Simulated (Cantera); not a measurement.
Input: 1 mol Pb, 2.7 mol NH₃, 1.3 mol N₂, equilibrated at 1723 K.

Equilibrium computed with Cantera from the NASA thermochemical tables; the gas is ideal and each condensed phase is pure. Candidate condensed phases: Pb; 11 gas species. Rates play no part.

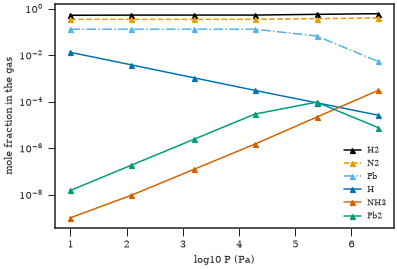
Fig. 1. Equilibrium gas composition (values under 1e-9 drawn at 1e-9)

### Question
Read off the mole fractions at 0.190 bar.

### Answer
H₂ about 0.53, N₂ about 0.34, Pb about 0.13, H about 0.00030, Pb₂ about 2.9e-5, NH₃ about 1.5e-6.
